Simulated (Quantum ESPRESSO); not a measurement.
**CaCu2O3: which magnetic order is lowest**

Wanted: the moments of CaCu2O3 and the energy of each order that was tried.

Method: LDA; plane waves with GBRV 1.5 LDA potentials, no spin-orbit coupling, in Quantum ESPRESSO 7.5.

### 1. The starting structure

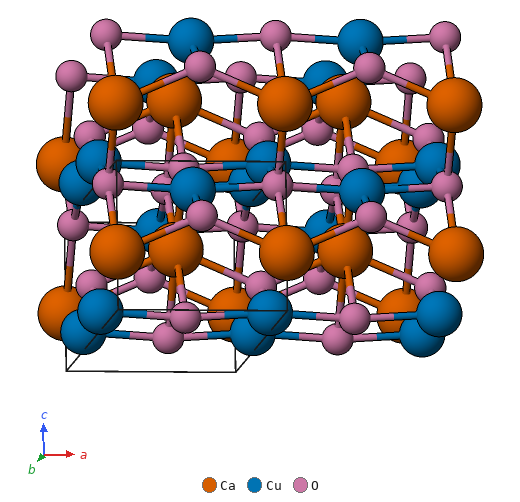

The starting structure, seen slightly off an axis (calcium orange, copper blue, oxygen pink). 2×1×2 cells are drawn. Some periodic images of atoms are drawn too.

Coordinates:

```cif
data_structure
_symmetry_space_group_name_H-M 'Pmmn:1'
_symmetry_Int_Tables_number 59
_cell_length_a 4.1363
_cell_length_b 10.0891
_cell_length_c 3.6513
_cell_angle_alpha 90.000
_cell_angle_beta 90.000
_cell_angle_gamma 90.000
_cell_volume 152.37
loop_
_atom_site_label
_atom_site_type_symbol
_atom_site_symmetry_multiplicity
_atom_site_Wyckoff_symbol
_atom_site_fract_x
_atom_site_fract_y
_atom_site_fract_z
_atom_site_occupancy
Ca1 Ca 2 a 0.00000 0.00000 0.38778 1
Cu1 Cu 4 e 0.00000 0.66370 0.12528 1
O1 O 2 b 0.50000 0.00000 0.63277 1
O2 O 4 e 0.00000 0.16512 0.91158 1
```

The cell comes from Materials Project 2023-11-01, a database of computed structures, and need not be the stable phase.

### 2. Start 1: ferro ++++

The signs are those of the starting moments on the seeded atoms, the atoms that are given a moment.

Input file pw.in:

```
&CONTROL
  calculation = 'scf'
  prefix = 'pwscf'
  outdir = './tmp'
  pseudo_dir = './pseudo'
  disk_io = 'nowf'
/
&SYSTEM
  ibrav = 0
  celldm(1) = 8
  nat = 12
  ntyp = 3
  ecutwfc = 40
  ecutrho = 280
  nbnd = 85
  occupations = 'smearing'
  smearing = 'fd'
  degauss = 0.00367493
  nspin = 2
  starting_magnetization(1) = 0
  starting_magnetization(2) = 0.0526
  starting_magnetization(3) = 0
/
&ELECTRONS
  conv_thr = 2.4d-08
  electron_maxstep = 150
  mixing_beta = 0.3
/
ATOMIC_SPECIES
Ca     40.0780 ca_lda_v1.uspp.F.UPF
Cu     63.5460 cu_lda_v1.2.uspp.F.UPF
O      15.9990 o_lda_v1.2.uspp.F.UPF
CELL_PARAMETERS alat
   0.9770552554932    0.0000000000000    0.0000000000000
   0.0000000000000    2.3831938507858    0.0000000000000
   0.0000000000000    0.0000000000000    0.8624875383828
ATOMIC_POSITIONS crystal
Ca      0.0000000000    0.0000000000    0.3877780000
Ca      0.5000000000    0.5000000000    0.6122220000
Cu      0.0000000000    0.6637030000    0.1252790000
Cu      0.0000000000    0.3362970000    0.1252790000
Cu      0.5000000000    0.8362970000    0.8747210000
Cu      0.5000000000    0.1637030000    0.8747210000
O       0.5000000000    0.0000000000    0.6327730000
O       0.0000000000    0.5000000000    0.3672270000
O       0.0000000000    0.1651180000    0.9115780000
O       0.5000000000    0.6651180000    0.0884220000
O       0.5000000000    0.3348820000    0.0884220000
O       0.0000000000    0.8348820000    0.9115780000
K_POINTS automatic
6 2 6 0 0 0
```

Command:

```console
OMP_NUM_THREADS=1 mpirun -n 4 pw.x -nk 4 -in pw.in > pw.out
```

The program printed:

```text
Program PWSCF v.7.5 starts

     Message from routine setup:
     using ibrav=0 with symmetry is DISCOURAGED, use correct ibrav instead

     K-points division:     npool     =       4
     Subspace diagonalization in iterative solution of the eigenvalue problem:

     G-vector sticks info
     --------------------
     sticks:   dense  smooth     PW     G-vecs:    dense   smooth      PW
     Sum        3313    1899    575                81341    35101    5869

     Using Slab Decomposition

     bravais-lattice index     =            0
     lattice parameter (alat)  =       8.0000  a.u.
     unit-cell volume          =    1028.2561 (a.u.)^3
     number of atoms/cell      =           12
     number of atomic types    =            3
     number of electrons       =       132.00
     number of Kohn-Sham states=           85
     kinetic-energy cutoff     =      40.0000  Ry
     charge density cutoff     =     280.0000  Ry
     scf convergence threshold =      2.4E-08
     mixing beta               =       0.3000
     number of iterations used =            8  plain     mixing
     Exchange-correlation= SLA  PZ   NOGX NOGC
                           (   1   1   0   0   0   0   0)

     celldm(1)=   8.000000  celldm(2)=   0.000000  celldm(3)=   0.000000
     celldm(4)=   0.000000  celldm(5)=   0.000000  celldm(6)=   0.000000

     crystal axes: (cart. coord. in units of alat)
               a(1) = (   0.977055   0.000000   0.000000 )
               a(2) = (   0.000000   2.383194   0.000000 )
               a(3) = (   0.000000   0.000000   0.862488 )

     reciprocal axes: (cart. coord. in units 2 pi/alat)
               b(1) = (  1.023484  0.000000  0.000000 )
               b(2) = (  0.000000  0.419605  0.000000 )
               b(3) = (  0.000000  0.000000  1.159437 )

     PseudoPot. # 1 for Ca read from file:
     ca_lda_v1.uspp.F.UPF
     Pseudo is Ultrasoft + core correction, Zval = 10.0
     Generated by new atomic code, or converted to UPF format
     Using radial grid of  845 points,  6 beta functions with:
                l(1) =   0
                l(2) =   0
                l(3) =   1
                l(4) =   1
                l(5) =   2
                l(6) =   2
     Q(r) pseudized with  8 coefficients,  rinner =    1.500   1.500   1.500
                                                       1.500   1.500

     PseudoPot. # 2 for Cu read from file:
     cu_lda_v1.2.uspp.F.UPF
     Pseudo is Ultrasoft + core correction, Zval = 19.0
     Generated by new atomic code, or converted to UPF format
     Using radial grid of  867 points,  6 beta functions with:
                l(1) =   0
                l(2) =   0
                l(3) =   1
                l(4) =   1
                l(5) =   2
                l(6) =   2
     Q(r) pseudized with  8 coefficients,  rinner =    1.150   1.150   1.150
                                                       1.150   1.150

     PseudoPot. # 3 for O  read from file:
     o_lda_v1.2.uspp.F.UPF
     Pseudo is Ultrasoft + core correction, Zval =  6.0
     Generated by new atomic code, or converted to UPF format
     Using radial grid of  737 points,  5 beta functions with:
                l(1) =   0
                l(2) =   0
                l(3) =   1
                l(4) =   1
                l(5) =   2
     Q(r) pseudized with  8 coefficients,  rinner =    0.900   0.900   0.900
                                                       0.900   0.900

     atomic species   valence    mass     pseudopotential
     Ca               10.00    40.07800     Ca( 1.00)
     Cu               19.00    63.54600     Cu( 1.00)
     O                 6.00    15.99900     O ( 1.00)

     Starting magnetic structure
     atomic species   magnetization
     Ca              0.000
     Cu              0.053
     O               0.000

      8 Sym. Ops., with inversion, found ( 4 have fractional translation)

   Cartesian axes

     site n.     atom                  positions (alat units)
         1        Ca     tau(   1) = (   0.0000000   0.0000000   0.3344537  )
         2        Ca     tau(   2) = (   0.4885276   1.1915969   0.5280338  )
         3        Cu     tau(   3) = (   0.0000000   1.5817329   0.1080516  )
         4        Cu     tau(   4) = (   0.0000000   0.8014609   0.1080516  )
         5        Cu     tau(   5) = (   0.4885276   1.9930579   0.7544360  )
         6        Cu     tau(   6) = (   0.4885276   0.3901360   0.7544360  )
         7        O      tau(   7) = (   0.4885276   0.0000000   0.5457588  )
         8        O      tau(   8) = (   0.0000000   1.1915969   0.3167287  )
         9        O      tau(   9) = (   0.0000000   0.3935082   0.7862247  )
        10        O      tau(  10) = (   0.4885276   1.5851051   0.0762629  )
        11        O      tau(  11) = (   0.4885276   0.7980887   0.0762629  )
        12        O      tau(  12) = (   0.0000000   1.9896856   0.7862247  )

     number of k points=    32  Fermi-Dirac smearing, width (Ry)=  0.0037
                       cart. coord. in units 2pi/alat
        k(    1) = (   0.0000000   0.0000000   0.0000000), wk =   0.0138889
        k(    2) = (   0.0000000   0.0000000   0.1932395), wk =   0.0277778
        k(    3) = (   0.0000000   0.0000000   0.3864790), wk =   0.0277778
        k(    4) = (   0.0000000   0.0000000  -0.5797185), wk =   0.0138889
        k(    5) = (   0.0000000  -0.2098025   0.0000000), wk =   0.0138889
        [... 27 further k-points ...]

     Dense  grid:    81341 G-vectors     FFT dimensions: (  48, 108,  40)

     Smooth grid:    35101 G-vectors     FFT dimensions: (  32,  80,  27)

     Check: negative core charge=   -0.000003
     Generating pointlists ...
     new r_m :   0.2196 (alat units)  1.7565 (a.u.) for type    1
     new r_m :   0.1825 (alat units)  1.4600 (a.u.) for type    2
     new r_m :   0.1825 (alat units)  1.4600 (a.u.) for type    3

     Initial potential from superposition of free atoms

     starting charge     127.9905, renormalised to     132.0000
     Starting wfcs are   96 randomized atomic wfcs

     Self-consistent Calculation

     iteration #  1     ecut=    40.00 Ry     beta= 0.30
     Davidson diagonalization with overlap
     ethr =  1.00E-02,  avg # of iterations =  2.3

     total energy              =   -1957.26804675 Ry
     estimated scf accuracy    <       3.21678275 Ry

     total magnetization       =     1.63 Bohr mag/cell
     absolute magnetization    =     1.98 Bohr mag/cell

     iteration #  2     ecut=    40.00 Ry     beta= 0.30
     Davidson diagonalization with overlap
     ethr =  2.44E-03,  avg # of iterations =  2.1

     total energy              =   -1957.96095206 Ry
     estimated scf accuracy    <       1.10308478 Ry

     total magnetization       =     0.53 Bohr mag/cell
     absolute magnetization    =     0.77 Bohr mag/cell

     iteration #  3     ecut=    40.00 Ry     beta= 0.30
     Davidson diagonalization with overlap
     ethr =  8.36E-04,  avg # of iterations =  1.0

     total energy              =   -1958.06145370 Ry
     estimated scf accuracy    <       0.13767452 Ry

     total magnetization       =     0.49 Bohr mag/cell
     absolute magnetization    =     0.74 Bohr mag/cell

     [... further iterations left out ...]

     iteration # 10     ecut=    40.00 Ry     beta= 0.30
     Davidson diagonalization with overlap
     ethr =  8.99E-09,  avg # of iterations =  2.6

     total energy              =   -1958.08595417 Ry
     estimated scf accuracy    <       0.00000278 Ry

     total magnetization       =    -0.00 Bohr mag/cell
     absolute magnetization    =     0.00 Bohr mag/cell

     iteration # 11     ecut=    40.00 Ry     beta= 0.30
     Davidson diagonalization with overlap
     ethr =  2.10E-09,  avg # of iterations =  2.1

     total energy              =   -1958.08595406 Ry
     estimated scf accuracy    <       0.00000025 Ry

     total magnetization       =    -0.00 Bohr mag/cell
     absolute magnetization    =     0.00 Bohr mag/cell

     iteration # 12     ecut=    40.00 Ry     beta= 0.30
     Davidson diagonalization with overlap
     ethr =  1.93E-10,  avg # of iterations =  2.0

     total energy              =   -1958.08595410 Ry
     estimated scf accuracy    <       0.00000008 Ry

     total magnetization       =    -0.00 Bohr mag/cell
     absolute magnetization    =     0.00 Bohr mag/cell

     iteration # 13     ecut=    40.00 Ry     beta= 0.30
     Davidson diagonalization with overlap
     ethr =  6.27E-11,  avg # of iterations =  2.3

     Magnetic moment per site  (integrated on atomic sphere of radius R)
     atom   1 (R=0.220)  charge=  7.4463  magn= -0.0000
     atom   2 (R=0.220)  charge=  7.4463  magn= -0.0000
     atom   3 (R=0.183)  charge= 16.2210  magn=  0.0000
     atom   4 (R=0.183)  charge= 16.2210  magn=  0.0000
     atom   5 (R=0.183)  charge= 16.2210  magn=  0.0000
     atom   6 (R=0.183)  charge= 16.2210  magn=  0.0000
     atom   7 (R=0.183)  charge=  5.1483  magn=  0.0000
     atom   8 (R=0.183)  charge=  5.1483  magn=  0.0000
     atom   9 (R=0.183)  charge=  5.0748  magn=  0.0000
     atom  10 (R=0.183)  charge=  5.0748  magn=  0.0000
     atom  11 (R=0.183)  charge=  5.0748  magn=  0.0000
     atom  12 (R=0.183)  charge=  5.0748  magn=  0.0000

     End of self-consistent calculation

     [... lines left out ...]
     the Fermi energy is     8.6775 ev

!    total energy              =   -1958.08595412 Ry
     estimated scf accuracy    <       0.00000002 Ry
     smearing contrib. (-TS)   =      -0.00063198 Ry
     internal energy E=F+TS    =   -1958.08532215 Ry

     The total energy is F=E-TS. E is the sum of the following terms:
     one-electron contribution =   -1538.73954908 Ry
     hartree contribution      =     827.57262848 Ry
     xc contribution           =    -219.18643312 Ry
     ewald contribution        =   -1027.73196843 Ry

     total magnetization       =     0.00 Bohr mag/cell
     absolute magnetization    =     0.00 Bohr mag/cell

     convergence has been achieved in  13 iterations

=------------------------------------------------------------------------------=
   JOB DONE.
=------------------------------------------------------------------------------=
```

Run time: 2.3 min. Hardware: 4 MPI ranks of Arm Neoverse V2, shared host; peak memory 1 GiB.

The spin moment in the atom's sphere vanishes on all atoms.

Read from the output:

```yaml
smearing_term_ts: 0.008599 eV
magnetization: 0 μB
absolute_magnetization: 0 μB
final_state: non-magnetic
```

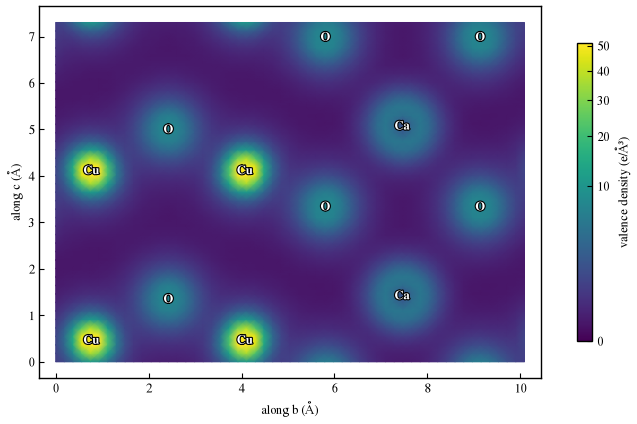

Valence density in the bc plane at fractional x = 0.000, with atoms of Ca and Cu and O within 0.2 Å of it. It is the smooth field of the valence electrons, not physical close to the nuclei. The map starts off the cell's origin, so that atoms lie inside it. The colour scale is stretched toward low values.

(Part 1 of 2 ends here.)

[Logs and program files are shortened in this print: banners, set-up blocks, solver, clock and traceback lines can be left out without a mark of their own.]

[Logs are printed without paths, hosts, clocks, repeated set-up lines and the standing remarks that a program may print on its own settings, such as how far it seeks lower states.]

[Hosts, paths, dates, database ids (printed as entryN), source tags and the programs' standing remarks are cut or masked in the printed files.]

[Where a cell is said to come from a database of computed structures, the database is the Materials Project.]
